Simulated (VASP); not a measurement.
Band structure of LaPd$_{2}$P$_{2}$ (space group I4/mmm). All values below come from PBEsol GGA, VASP's PBE PAW potentials (set 64) (plane waves; VASP).

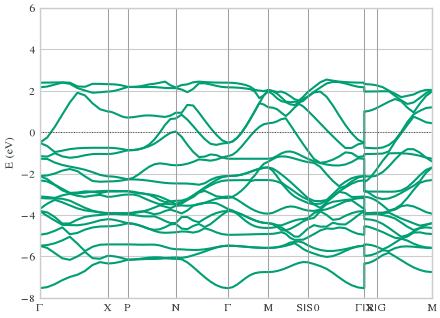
Figure. Bands along high-symmetry lines, zero at the valence-band maximum or, without a gap, the Fermi level

**Question.** Read the plot: is there a gap, and where are the band edges?

**Answer.** It has no gap at this level: it comes out as a metal or semimetal. (Edges off the drawn lines would not show.)

The structure comes from a computed database's LaPd2P2 entry (I4/mmm); how it stands against other phases isn't given here. It was relaxed first. The electron count is odd and the run is not spin-polarised, which forces a metal.
